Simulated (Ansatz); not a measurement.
TlHgGeS4

```xyz
28
Lattice="10.6381 0.0000 0.0000 0.0000 10.4283 0.0000 0.0000 0.0000 6.3183" Properties=species:S:1:pos:R:3 pbc="T T T"
Tl    0.0000    5.2141    3.1571
Tl    0.0000    0.0000    6.3163
Tl    5.3190    5.2141    3.1571
Tl    5.3190    0.0000    6.3163
Hg    2.6595    8.6665    2.7371
Hg    2.6595    3.4524    5.8962
Hg    7.9786    1.7617    2.7371
Hg    7.9786    6.9759    5.8962
Ge    2.6595    2.2594    3.0322
Ge    2.6595    7.4735    6.1913
Ge    7.9786    8.1689    3.0322
Ge    7.9786    2.9547    6.1913
S     6.2021    2.8216    1.2365
S     6.2021    8.0357    4.3956
S     4.4360    7.6067    1.2365
S     4.4360    2.3926    4.3956
S     9.7550    2.8216    1.2365
S     9.7550    8.0357    4.3956
S     0.8831    7.6067    1.2365
S     0.8831    2.3926    4.3956
S     2.6595    4.1788    1.8525
S     2.6595    9.3929    5.0117
S     7.9786    6.2494    1.8525
S     7.9786    1.0353    5.0117
S     2.6595    0.6420    1.5537
S     2.6595    5.8561    4.7128
S     7.9786    9.7863    1.5537
S     7.9786    4.5722    4.7128
```

Space group Ama2; built by placing these elements on a known structure type; not relaxed (largest force 0.5 eV/Å).

All numbers below come from DFT, PAW plane waves, r2SCAN in Ansatz.

Q: What will maps of the electron localisation function show?

A: Ge–S (2.24 Å): the ELF peaks at about 0.85 in the valence shell of S, 0.9 Å from its nucleus, and is about 0.75 at the midpoint.

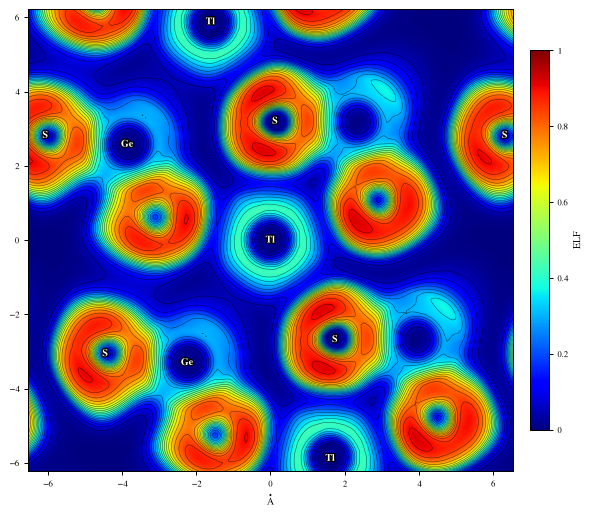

Computed electron localisation function on the (111) plane of the conventional cell. Atoms just off the plane (Ge, 0.3 Å away and S, 0.3 Å away) can leave unmarked features too.

In a PAW calculation such maps are meaningful between the atoms, not at the nuclei.
